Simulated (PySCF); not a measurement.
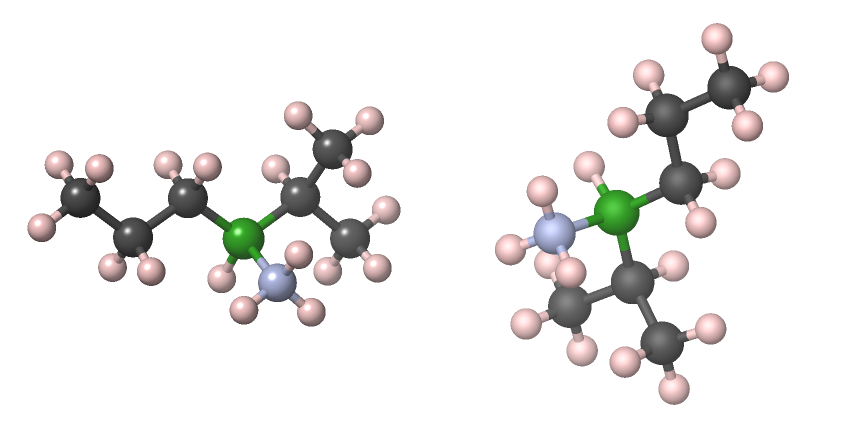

Two views of one molecule. Colours: carbon dark grey, boron green, nitrogen light blue, hydrogen pink.

The geometry was computed by an optimisation with PBE0-D3(BJ)/def2-SVP. No frequency run is at hand to confirm it as a minimum.

> Which formula does it have?

C₆H₁₈BN, 26 atoms: 6 carbon, 18 hydrogen, 1 boron and 1 nitrogen.

> What is the point group of this geometry?

C1.

> Does it have rings?

It has no ring.

More results for the same structure follow; atom numbers are the same in all pictures, views and colours differ.

**Shape**

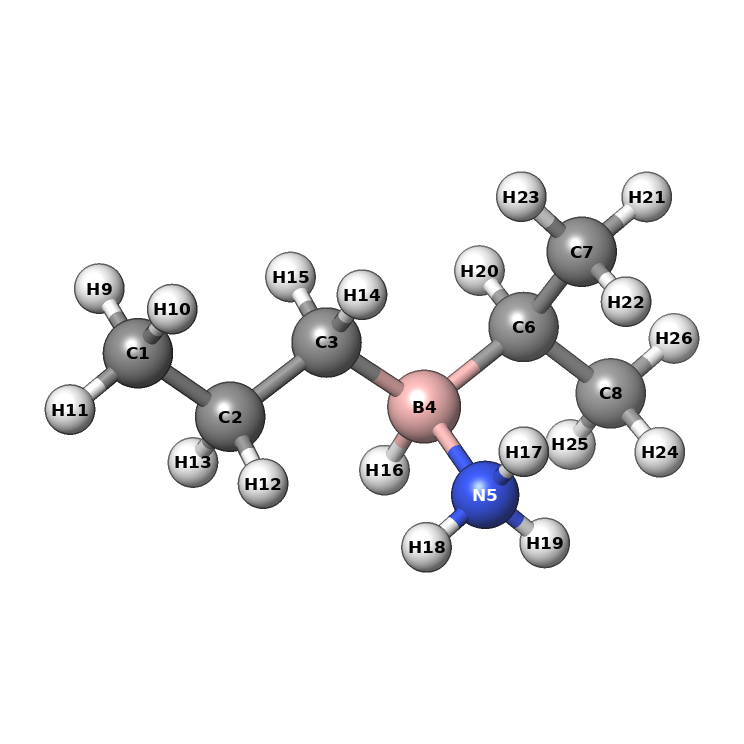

Atoms carry their numbers in the input. No frequency run is at hand to confirm it as a minimum.

> How are the neighbours of atom 8 arranged?

C8 has 4 neighbours (C6 at 1.53, H24 at 1.11, H25 at 1.10, H26 at 1.10 Å); the arrangement is tetrahedral.

> Describe the coordination of atom 5.

N5 has 4 neighbours (B4 at 1.65, H17 at 1.02, H18 at 1.02, H19 at 1.02 Å); the arrangement is tetrahedral.

> How are the neighbours of atom 7 arranged?

C7 has 4 neighbours (C6 at 1.53, H21 at 1.10, H22 at 1.11, H23 at 1.10 Å); the arrangement is tetrahedral.

> What is the geometry at C6?

C6 has 4 neighbours (B4 at 1.63, C7 at 1.53, C8 at 1.53, H20 at 1.11 Å); the arrangement is tetrahedral.

> What is the dihedral angle C3–B4–C6–C8?

179° in size, that is anti.

**Excitation**

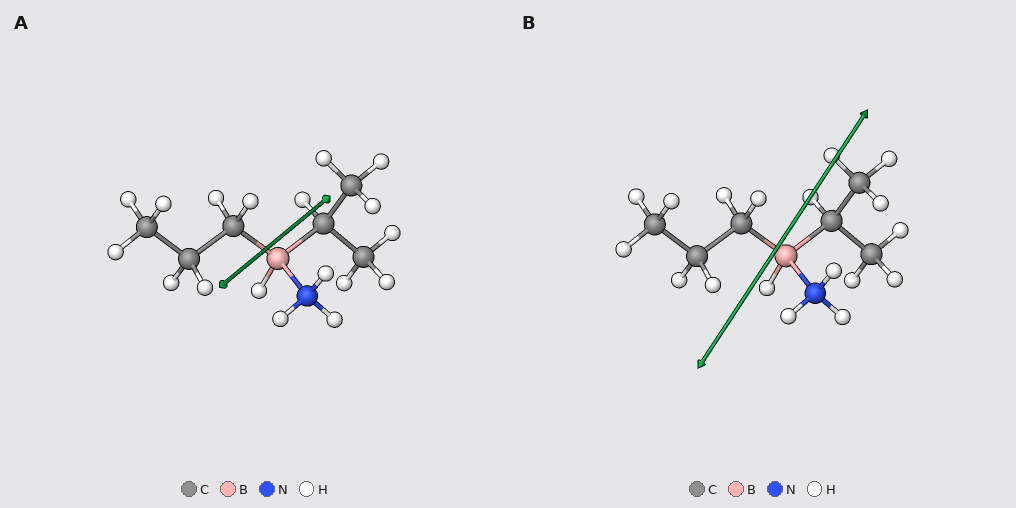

The double arrows show the directions of two transition dipoles from the ground state (lengths mean nothing). No frequency run is at hand to confirm it as a minimum. Method: TDDFT CAM-B3LYP/def2-SVPD, vertical, gas phase, core orbitals frozen in the response (PySCF 2.14.0).

> One belongs to singlet state 4 and one to singlet state 6. Which is which?

A: state 4, 7.52 eV (165 nm), oscillator strength 0.019, mainly HOMO → LUMO+3 (weight 0.51).
B: state 6, 7.73 eV (160 nm), oscillator strength 0.020, mainly HOMO → LUMO+1 (weight 0.53).

**Quadrupole coupling**

No frequency run is at hand to confirm it as a minimum. Electric field gradients from the ground-state density, PBE0/pcSseg-1 (PySCF 2.14.0), non-relativistic apart from any core potentials.

Give the largest field-gradient component, the quadrupole coupling constant and the asymmetry for 11B at B4 (Q = 40.59 mb), 14N at N5 (Q = 20.44 mb), 2H at H9 (Q = 2.86 mb), 2H at H10 (Q = 2.86 mb), 2H at H11 (Q = 2.86 mb), 2H at H12 (Q = 2.86 mb).

```
atom  V_zz (a.u.)  e²qQ/h (MHz)     η
  B4        0.271          2.59  0.16
  N5       −0.517         −2.48  0.01
  H9        0.291         0.195  0.02
 H10        0.291         0.195  0.02
 H11        0.292         0.196  0.02
 H12        0.282         0.190  0.05
```

**Charges**

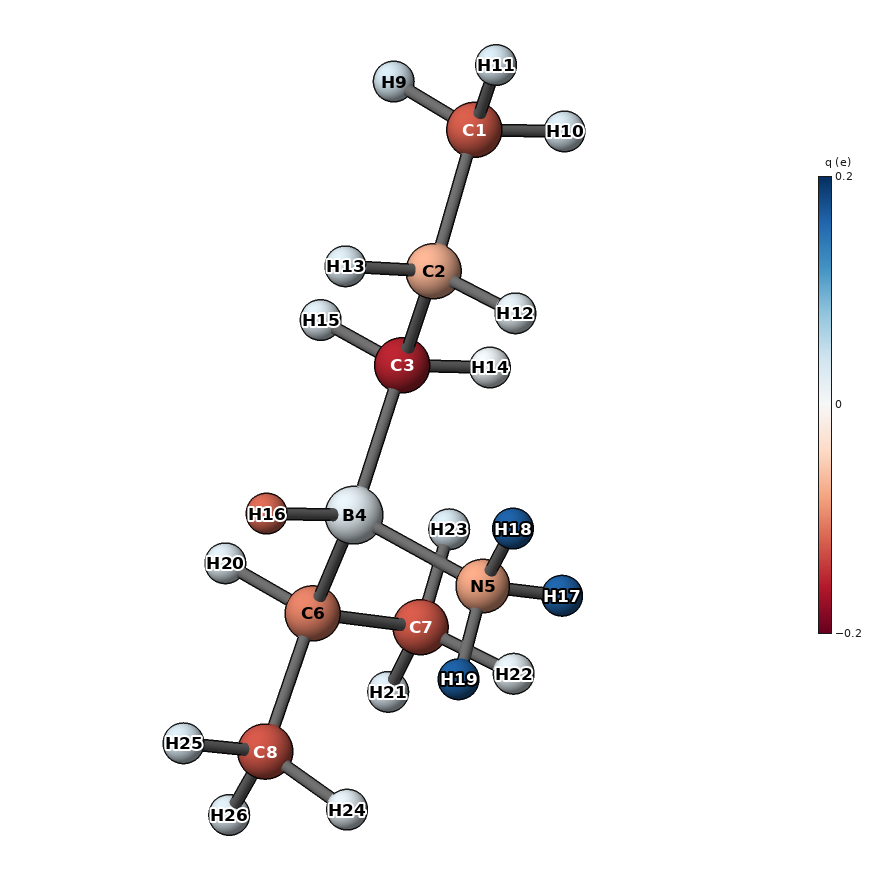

Atoms are coloured by their Hirshfeld charges. No frequency run is at hand to confirm it as a minimum. Level of theory: PBE0/pcSseg-1 in cyclohexane (IEF-PCM) (PySCF 2.14.0).

> Which atom carries the highest charge (most positive or least negative)?

H17, H18, H19 (0.16 e).

> And the lowest?

C3 (−0.15 e).

List the Hirshfeld charges.

```csv
atom,value (e)
C1,−0.12
C2,−0.07
C3,−0.15
B4,0.02
N5,−0.08
C6,−0.10
C7,−0.12
C8,−0.12
H9,0.04
H10,0.03
H11,0.03
H12,0.02
H13,0.03
H14,0.01
H15,0.03
H16,−0.11
H17,0.16
H18,0.16
H19,0.16
H20,0.03
H21,0.03
H22,0.02
H23,0.03
H24,0.02
H25,0.03
H26,0.03
```
